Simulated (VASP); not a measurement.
Band structure of RuSi (space group P2_13). Level of theory: PBE GGA, VASP's PBE PAW potentials (set 64) (plane waves; VASP 6.6.1).

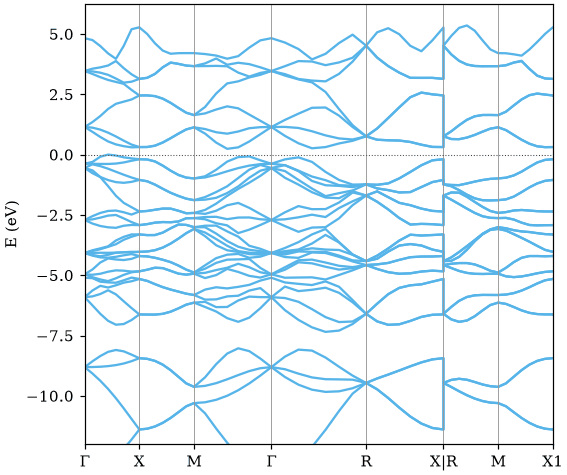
Fig. 1. Bands along high-symmetry lines, zero at the valence-band maximum or, without a gap, the Fermi level

Q: Read the plot: is there a gap, and where are the band edges?

A: The gap is indirect, 0.24 eV, from the valence maximum at Γ-X at 0.43 to the conduction minimum at (0.29, 0.29, 0.00).

The structure is a typed RuSi crystal. The cell was not relaxed at this level.
